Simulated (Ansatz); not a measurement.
**F3Si with multiplicity 2: inversion of the pyramid at Si2**

Wanted: the energy profile along the inversion of the pyramid at Si2, from relaxed end points and a band of images. SMILES of the start: F[Si](F)F.

Method: UKS r2SCAN-D4/6-31G*, in Ansatz 0.2.0.

### Step 1. Starting point

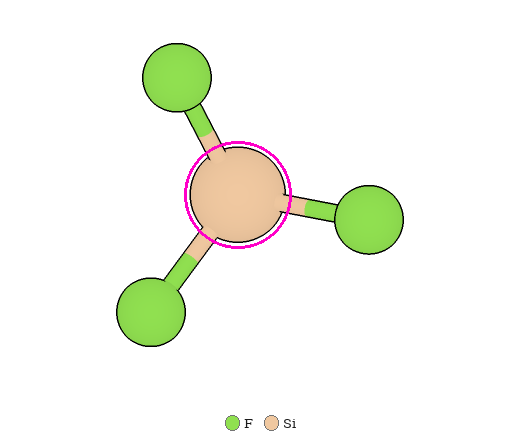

Start, viewed from a free direction; fluorine green, silicon light orange. Ringed: Si2.

As a file:

```xyz
4

F     0.7879   -0.5090    1.1190
Si   -0.3252    0.2440    0.2689
F    -0.9627   -0.8891   -0.6469
F     0.5001    1.1540   -0.7410
```

### Step 2. End point A

Input file input.yaml:

```yaml
crystal:
  periodic: [false, false, false]
  atoms:
    - { symbol: F, position_ang: [0.78789, -0.50898, 1.11903] }
    - { symbol: Si, position_ang: [-0.32524, 0.24405, 0.26886] }
    - { symbol: F, position_ang: [-0.96275, -0.8891, -0.64685] }
    - { symbol: F, position_ang: [0.5001, 1.15403, -0.74104] }
magnetization:
  spin_polarized: true
  initial_magnetization: 1
basis:
  gaussian: { orbitals: "6-31G*" }
hamiltonian:
  xc: r2scan
  dispersion: d4
relax:
  f_tol: 0.015
  max_steps: 40
output:
  orbitals: {}
```

Launch:

```sh
$ ansatz run input.yaml --threads 1 --pin off --max-ram 2048MiB --backend cpu --events-out ev --progress --plain --runs-dir out
```

What it wrote, cut to the lines that bear on the results:

```text
Warning: RAYON_NUM_THREADS=1 ignored (pool sized by the plan → 1); use --threads N
[...]
Functional definition: r2SCAN
[...]
582 factors; their error is unknown
[...]
mean field -16026.88171637 eV, -588.9770396658 hartree, gradient 2.3e-5 eV, S^2 0.751693; 0 other end points of the search recorded, 0 dependent functions left out
[...]
reference -16026.88172736 eV, -588.9770400698 hartree; 21, 20 occupied and 43, 44 virtual orbitals, 582 factors
relax step   1: F+E_penalty+E_count = -16026.89477285 eV  Δ(F+E_penalty+E_count) = +0.000e0 eV  max|allowed force component| = 5.801e-1 eV/Å  Δτ_max = 0.0000 Å  (27 SCF iters, accepted)
[...]
relax step   3: F+E_penalty+E_count = -16026.95446297 eV  Δ(F+E_penalty+E_count) = -1.239e-2 eV  max|allowed force component| = 1.806e-2 eV/Å  Δτ_max = 0.0294 Å  (29 SCF iters, accepted)
[...]
relax step   4: F+E_penalty+E_count = -16026.95452376 eV  Δ(F+E_penalty+E_count) = -6.079e-5 eV  max|allowed force component| = 3.195e-3 eV/Å  Δτ_max = 0.0021 Å  (24 SCF iters, accepted)
582 factors; their error is unknown
mean field -16026.94149467 eV, -588.9792364781 hartree, gradient 4.9e-6 eV, S^2 0.751669; 1 other end points of the search recorded, 0 dependent functions left out
[...]
reference -16026.94150578 eV, -588.9792368862 hartree; 21, 20 occupied and 43, 44 virtual orbitals, 582 factors
Total energy: -16026.95453486 eV, -588.9797156962 hartree
Atom 0 at     0.793034    -0.512212     1.163179 Å, force    -0.001402    -0.000851     0.000741 eV/Å
Atom 1 at    -0.286213     0.215581     0.237101 Å, force     0.003195     0.000630    -0.000827 eV/Å
Atom 2 at    -1.004203    -0.901432    -0.651053 Å, force    -0.000220    -0.000310     0.000278 eV/Å
Atom 3 at     0.497382     1.198063    -0.749227 Å, force    -0.001573     0.000532    -0.000191 eV/Å
Dipole moment:    -0.171088     0.128693     0.141616 e Å
```

Run time: 9.8 s. Hardware: 1 thread of AMD EPYC 9R45 (Zen 5), shared host; peak memory 0.17 GiB.

The steps of the relaxation:

```
step  energy from step 1 (eV)  largest force component (eV/Å)
   1                   0.0000                          0.5801
   2                  -0.0473                          0.2574
   3                  -0.0597                          0.0181
   4                  -0.0598                          0.0032
```

Step 1 is the start.

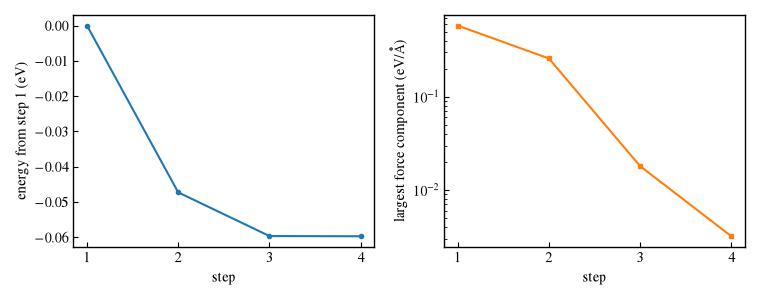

Energy and largest force along the relaxation.

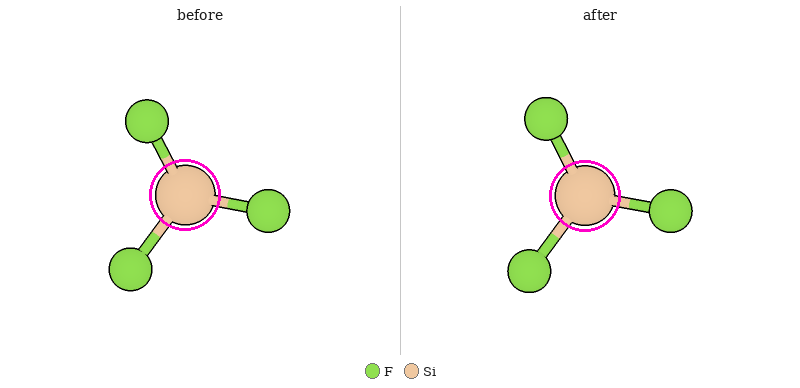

The structure before (left) and after (right), drawn at the same scale.

After: Bond lengths: F1–Si2 1.598 Å, Si2–F3 1.598 Å, Si2–F4 1.598 Å. Angles: F1–Si2–F3 107.9°, F1–Si2–F4 107.9°, F3–Si2–F4 107.9°.

### Step 3. End point B

The second end starts from a geometry with the move made by hand.

Input file input.yaml:

```yaml
crystal:
  periodic: [false, false, false]
  atoms:
    - { symbol: F, position_ang: [-0.09915, 0.92634, 1.6874] }
    - { symbol: Si, position_ang: [-0.32524, 0.24405, 0.26886] }
    - { symbol: F, position_ang: [-1.84777, 0.54294, -0.07977] }
    - { symbol: F, position_ang: [0.5001, 1.15403, -0.74104] }
magnetization:
  spin_polarized: true
  initial_magnetization: 1
basis:
  gaussian: { orbitals: "6-31G*" }
hamiltonian:
  xc: r2scan
  dispersion: d4
relax:
  f_tol: 0.015
  max_steps: 40
```

Launch:

```sh
$ ansatz run input.yaml --threads 1 --pin off --max-ram 2048MiB --backend cpu --events-out ev --progress --plain --runs-dir out
```

What it wrote, cut to the lines that bear on the results:

```text
Warning: RAYON_NUM_THREADS=1 ignored (pool sized by the plan → 1); use --threads N
[...]
[... 1 set-up line as earlier in the session ...]
[...]
582 factors; their error is unknown
[...]
mean field -16026.88171658 eV, -588.9770396739 hartree, gradient 1.4e-5 eV, S^2 0.751693; 0 other end points of the search recorded, 0 dependent functions left out
[...]
reference -16026.88172758 eV, -588.9770400779 hartree; 21, 20 occupied and 43, 44 virtual orbitals, 582 factors
relax step   1: F+E_penalty+E_count = -16026.89477306 eV  Δ(F+E_penalty+E_count) = +0.000e0 eV  max|allowed force component| = 6.988e-1 eV/Å  Δτ_max = 0.0000 Å  (27 SCF iters, accepted)
[...]
relax step   3: F+E_penalty+E_count = -16026.95446296 eV  Δ(F+E_penalty+E_count) = -1.239e-2 eV  max|allowed force component| = 2.855e-2 eV/Å  Δτ_max = 0.0294 Å  (29 SCF iters, accepted)
[...]
relax step   4: F+E_penalty+E_count = -16026.95452376 eV  Δ(F+E_penalty+E_count) = -6.080e-5 eV  max|allowed force component| = 2.803e-3 eV/Å  Δτ_max = 0.0021 Å  (24 SCF iters, accepted)
582 factors; their error is unknown
mean field -16026.94149467 eV, -588.9792364781 hartree, gradient 4.9e-6 eV, S^2 0.751669; 1 other end points of the search recorded, 0 dependent functions left out
[...]
reference -16026.94150578 eV, -588.9792368862 hartree; 21, 20 occupied and 43, 44 virtual orbitals, 582 factors
Total energy: -16026.95453486 eV, -588.9797156962 hartree
Atom 0 at    -0.085113     0.908718     1.725853 Å, force    -0.001154    -0.001252     0.000585 eV/Å
Atom 1 at    -0.338557     0.300278     0.270641 Å, force     0.001852     0.002803     0.000034 eV/Å
Atom 2 at    -1.879885     0.515503    -0.089956 Å, force    -0.000271    -0.000226     0.000310 eV/Å
Atom 3 at     0.531495     1.142860    -0.771088 Å, force    -0.000428    -0.001325    -0.000928 eV/Å
Dipole moment:     0.062265    -0.248895    -0.007905 e Å
```

Wall time 9.7 s (1 thread of AMD EPYC 9R45 (Zen 5), shared host); peak memory 0.17 GiB.

Step by step:

```
step  energy from step 1 (eV)  largest force component (eV/Å)
   1                   0.0000                          0.6988
   2                  -0.0473                          0.3684
   3                  -0.0597                          0.0286
   4                  -0.0598                          0.0028
```

Step 1 is the start.

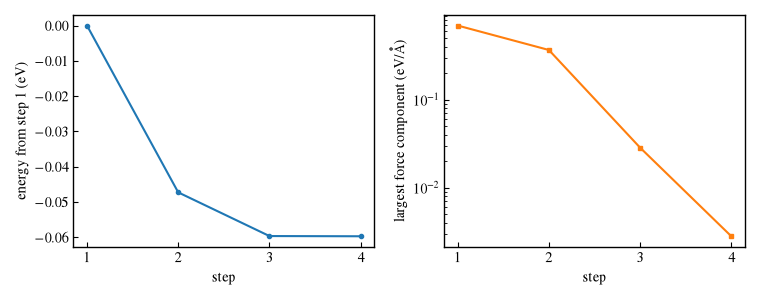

Energy and largest force along the relaxation.

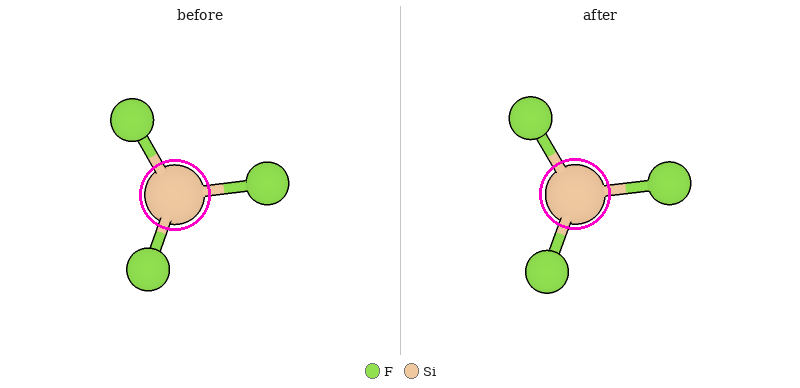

The structure before (left) and after (right), drawn at the same scale.

After: Bond lengths: F1–Si2 1.598 Å, Si2–F3 1.598 Å, Si2–F4 1.598 Å. Angles: F1–Si2–F3 107.9°, F1–Si2–F4 107.9°, F3–Si2–F4 107.9°.

### Step 4. Nudged elastic band

crystal.atoms is end A as relaxed above, and neb.final_atoms is end B, turned to lie on A. With 7 inner images the band has 9 in all. The start path is listed, through a guess of the saddle.

Input file input.yaml:

```yaml
crystal:
  periodic: [false, false, false]
  atoms:
    - { symbol: F, position_ang: [0.793034, -0.512212, 1.163179] }
    - { symbol: Si, position_ang: [-0.286213, 0.215581, 0.237101] }
    - { symbol: F, position_ang: [-1.004203, -0.901432, -0.651053] }
    - { symbol: F, position_ang: [0.497382, 1.198063, -0.749227] }
magnetization:
  spin_polarized: true
  initial_magnetization: 1
basis:
  gaussian: { orbitals: "6-31G*" }
hamiltonian:
  xc: r2scan
  dispersion: d4
neb:
  order_check: false
  images: 7
  f_tol: 0.05
  max_iterations: 60
  final_atoms:
    - { symbol: F, position_ang: [0.60233034, -0.36841533, 1.32125547] }
    - { symbol: Si, position_ang: [0.28595077, -0.21584861, -0.237174] }
    - { symbol: F, position_ang: [-1.19498709, -0.75757433, -0.49290886] }
    - { symbol: F, position_ang: [0.30670598, 1.34183827, -0.5911726] }
  initial_path:
    images:
      - { positions_ang: [[0.793034, -0.512212, 1.163179], [-0.286213, 0.215581, 0.237101], [-1.004203, -0.901432, -0.651053], [0.497382, 1.198063, -0.749227]] }
      - { positions_ang: [[0.81269473, -0.45989015, 1.2126405], [-0.22625869, 0.12839194, 0.19624865], [-1.06310757, -0.86636944, -0.68056577], [0.47667152, 1.19786764, -0.72832338]] }
      - { positions_ang: [[0.83235546, -0.4075683, 1.262102], [-0.16630437, 0.04120289, 0.1553963], [-1.12201213, -0.83130688, -0.71007854], [0.45596105, 1.19767229, -0.70741976]] }
      - { positions_ang: [[0.85201619, -0.35524645, 1.31156349], [-0.10635006, -0.04598617, 0.11454395], [-1.1809167, -0.79624432, -0.73959131], [0.43525057, 1.19747693, -0.68651614]] }
      - { positions_ang: [[0.87167692, -0.3029246, 1.36102499], [-0.04639575, -0.13317522, 0.0736916], [-1.23982126, -0.76118176, -0.76910407], [0.41454009, 1.19728158, -0.66561252]] }
      - { positions_ang: [[0.80434027, -0.31929728, 1.35108261], [0.03669088, -0.15384357, -0.0040248], [-1.22861272, -0.7602799, -0.70005527], [0.38758156, 1.23342075, -0.64700254]] }
      - { positions_ang: [[0.73700363, -0.33566996, 1.34114023], [0.11977751, -0.17451192, -0.0817412], [-1.21740417, -0.75937804, -0.63100647], [0.36062304, 1.26955992, -0.62839256]] }
      - { positions_ang: [[0.66966698, -0.35204264, 1.33119785], [0.20286414, -0.19518027, -0.1594576], [-1.20619563, -0.75847619, -0.56195767], [0.33366451, 1.3056991, -0.60978258]] }
      - { positions_ang: [[0.60233034, -0.36841533, 1.32125547], [0.28595077, -0.21584861, -0.237174], [-1.19498709, -0.75757433, -0.49290886], [0.30670598, 1.34183827, -0.5911726]] }
```

Launch:

```sh
$ ansatz run input.yaml --threads 1 --pin off --max-ram 2048MiB --backend cpu --events-out ev --progress --plain --runs-dir out
```

What it wrote, cut to the lines that bear on the results:

```text
Warning: RAYON_NUM_THREADS=1 ignored (pool sized by the plan → 1); use --threads N
[...]
[... 1 set-up line as earlier in the session ...]
[...]
582 factors; their error is unknown
[...]
mean field -16026.94149467 eV, -588.9792364781 hartree, gradient 2.5e-5 eV, S^2 0.751669; 0 other end points of the search recorded, 0 dependent functions left out
[...]
reference -16026.94150578 eV, -588.9792368862 hartree; 21, 20 occupied and 43, 44 virtual orbitals, 582 factors
582 factors; their error is unknown
[...]
mean field -16026.94149467 eV, -588.9792364781 hartree, gradient 8.3e-5 eV, S^2 0.751669; 0 other end points of the search recorded, 0 dependent functions left out
[...]
reference -16026.94150578 eV, -588.9792368862 hartree; 21, 20 occupied and 43, 44 virtual orbitals, 582 factors
NEB end point (image 0): max|allowed force component| = 3.174e-3 eV/Å (the criterion of neb.relax_end_points is 1.000e-2)
[...]
reference -16026.74209525 eV, -588.9719086844 hartree; 21, 20 occupied and 43, 44 virtual orbitals, 582 factors
NEB iter   1: max|band force component| = 2.383e0 eV/Å  barrier→ = 1.4986 eV  barrier← = 1.4986 eV  Δτ_max = 0.0390 Å  (245 SCF iters)
[...]
NEB iter   5: max|band force component| = 1.656e-1 eV/Å  barrier→ = 1.3644 eV  barrier← = 1.3644 eV  CI = image 4  Δτ_max = 0.0112 Å  (221 SCF iters)
[...]
NEB iter   6: max|band force component| = 3.972e-2 eV/Å  barrier→ = 1.3625 eV  barrier← = 1.3625 eV  CI = image 4  Δτ_max = 0.0000 Å  (412 SCF iters)
Total energy: -16025.59206514 eV, -588.9296458575 hartree
Atom 0 at     0.967168    -0.196673     1.373623 Å, force    -0.028092    -0.009054    -0.025898 eV/Å
Atom 1 at    -0.079423    -0.229985     0.128187 Å, force    -0.014064    -0.031741     0.014942 eV/Å
Atom 2 at    -1.270262    -0.680786    -0.884994 Å, force     0.026832     0.001153     0.031187 eV/Å
Atom 3 at     0.382517     1.107444    -0.616817 Å, force     0.015324     0.039642    -0.020231 eV/Å
Dipole moment:    -0.033690    -0.098087     0.054819 e Å
this run last wrote the band of iteration 6 to <dir>
```

Wall time 98 s (1 thread of AMD EPYC 9R45 (Zen 5), shared host); peak memory 0.18 GiB.

### Step 5. The band, image by image

The 7 inner images lie between the fixed ends 0 and 8. Energy is taken from image 0, and the path length is the program's own coordinate along the band.

```
image  path (Å)  energy (eV)  sum of angles at Si2 (°)  band force (eV/Å)
    0     0.000       0.0000                     323.7                  -
    1     0.215       0.1274                     328.4              0.013
    2     0.430       0.4860                     338.2              0.025
    3     0.645       1.0174                     351.4              0.036
   4*     0.861       1.3625                     360.0              0.040
    5     1.076       1.0176                     351.4              0.035
    6     1.291       0.4861                     338.2              0.025
    7     1.506       0.1275                     328.4              0.012
    8     1.721       0.0000                     323.7                  -
```

The star marks the climbing image.

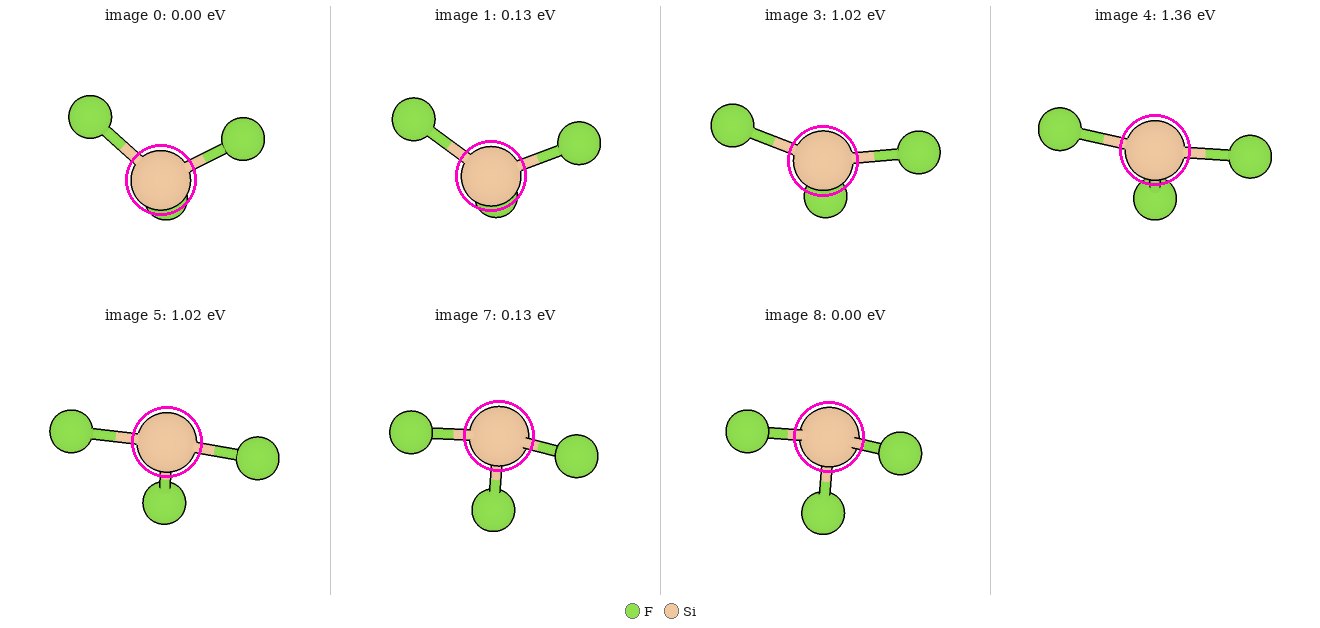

The images of the last band, seen from a free direction. Ringed: Si2. Sticks join atoms closer than a bonding distance in each image.

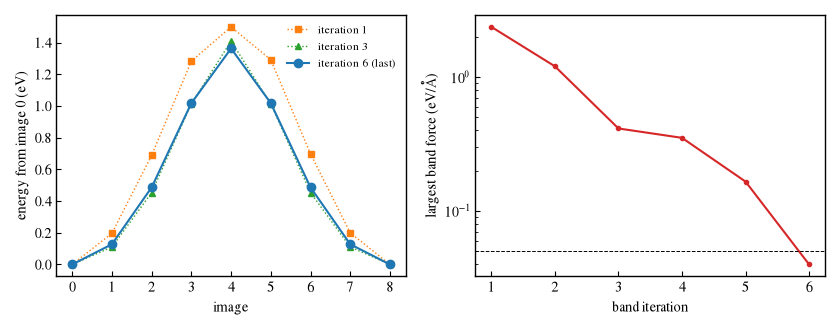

Left: energy of each image for early iterations and the last one (lines only join the points; early values far above the last band run off the scale). Right: the largest band force by iteration, with the threshold dashed.

How the highest energy settled:

```
iteration  highest image above image 0 (eV)  largest band force (eV/Å)
        1                            1.4986                      2.383
        2                            1.4651                      1.208
        3                            1.4090                      0.414
        4                            1.3819                      0.352
        5                            1.3644                      0.166
        6                            1.3625                      0.040
```

Positions of all images (Å):

```xyz
4
image=0 dE=0.0000
F     0.793   -0.512    1.163
Si   -0.286    0.216    0.237
F    -1.004   -0.901   -0.651
F     0.497    1.198   -0.749
4
image=1 dE=0.1274
F     0.874   -0.424    1.215
Si   -0.285    0.134    0.254
F    -1.071   -0.845   -0.749
F     0.481    1.135   -0.720
4
image=2 dE=0.4860
F     0.941   -0.337    1.273
Si   -0.254    0.025    0.247
F    -1.144   -0.788   -0.832
F     0.456    1.100   -0.688
4
image=3 dE=1.0174
F     0.977   -0.257    1.329
Si   -0.185   -0.105    0.206
F    -1.214   -0.731   -0.882
F     0.422    1.093   -0.653
4
image=4 dE=1.3625
F     0.967   -0.197    1.374
Si   -0.079   -0.230    0.128
F    -1.270   -0.681   -0.885
F     0.383    1.107   -0.617
4
image=5 dE=1.0176
F     0.901   -0.197    1.392
Si    0.052   -0.291    0.012
F    -1.290   -0.671   -0.820
F     0.338    1.160   -0.584
4
image=6 dE=0.4861
F     0.807   -0.233    1.384
Si    0.164   -0.299   -0.098
F    -1.278   -0.684   -0.721
F     0.307    1.216   -0.566
4
image=7 dE=0.1275
F     0.703   -0.293    1.357
Si    0.241   -0.269   -0.181
F    -1.242   -0.714   -0.607
F     0.297    1.276   -0.568
4
image=8 dE=0.0000
F     0.602   -0.368    1.321
Si    0.286   -0.216   -0.237
F    -1.195   -0.758   -0.493
F     0.307    1.342   -0.591
```

### Step 6. Frequencies at the highest image

The geometry is the highest inner image of the first converged band.

Input file input.yaml:

```yaml
crystal:
  periodic: [false, false, false]
  atoms:
    - { symbol: F, position_ang: [0.967168, -0.196673, 1.373623] }
    - { symbol: Si, position_ang: [-0.079423, -0.229985, 0.128187] }
    - { symbol: F, position_ang: [-1.270262, -0.680786, -0.884994] }
    - { symbol: F, position_ang: [0.382517, 1.107444, -0.616817] }
magnetization:
  spin_polarized: true
  initial_magnetization: 1
basis:
  gaussian: { orbitals: "6-31G*" }
hamiltonian:
  xc: r2scan
  dispersion: d4
phonons: {}
```

Launch:

```sh
$ ansatz run input.yaml --threads 1 --pin off --max-ram 2048MiB --backend cpu --events-out ev --progress --plain --runs-dir out
```

What it wrote, cut to the lines that bear on the results:

```text
Warning: RAYON_NUM_THREADS=1 ignored (pool sized by the plan → 1); use --threads N
[...]
[... 1 set-up line as earlier in the session ...]
[...]
582 factors; their error is unknown
[...]
mean field -16025.57919005 eV, -588.9291727065 hartree, gradient 1.4e-5 eV, S^2 0.755902; 0 other end points of the search recorded, 0 dependent functions left out
[...]
reference -16025.57920118 eV, -588.9291731155 hartree; 21, 20 occupied and 43, 44 virtual orbitals, 582 factors
[...]
582 factors; their error is unknown
mean field -16025.57908547 eV, -588.9291688633 hartree, gradient 1.4e-6 eV, S^2 0.755905; 0 other end points of the search recorded, 0 dependent functions left out
[...]
reference -16025.57909659 eV, -588.9291692722 hartree; 21, 20 occupied and 43, 44 virtual orbitals, 582 factors
[...]
582 factors; their error is unknown
mean field -16025.57922562 eV, -588.9291740137 hartree, gradient 2.7e-6 eV, S^2 0.755899; 0 other end points of the search recorded, 0 dependent functions left out
[...]
reference -16025.57911816 eV, -588.9291700649 hartree; 21, 20 occupied and 43, 44 virtual orbitals, 582 factors
[...]
582 factors; their error is unknown
[...]
mean field -16025.57921050 eV, -588.9291734582 hartree, gradient 1.5e-6 eV, S^2 0.755907; 0 other end points of the search recorded, 0 dependent functions left out
[...]
reference -16025.57922163 eV, -588.9291738672 hartree; 21, 20 occupied and 43, 44 virtual orbitals, 582 factors
WARN: phonons: modes at or below zero, which the zero-point energy, F, S and C_V leave out: 1, the lowest at -451.61 cm⁻¹. A minimum has none, and a first-order saddle one
Total energy: -16025.59210147 eV, -588.9296471927 hartree
Atom 0 at     0.967168    -0.196673     1.373623 Å, force    -0.028418    -0.008958    -0.026546 eV/Å
Atom 1 at    -0.079423    -0.229985     0.128187 Å, force    -0.014496    -0.032625     0.015638 eV/Å
Atom 2 at    -1.270262    -0.680786    -0.884994 Å, force     0.027507     0.001558     0.031461 eV/Å
Atom 3 at     0.382517     1.107444    -0.616817 Å, force     0.015407     0.040025    -0.020553 eV/Å
Dipole moment:    -0.033685    -0.098086     0.054813 e Å
Vibrations: -451.61 253.67 351.20 657.80 924.28 965.35 cm⁻¹, zero-point energy 0.195418 eV
```

Wall time 27 s (1 thread of AMD EPYC 9R45 (Zen 5), shared host); peak memory 0.17 GiB.

Of 6 modes, 1 is imaginary by more than 30 cm⁻¹ (452i cm⁻¹).

(Part 1 of 2 ends here.)
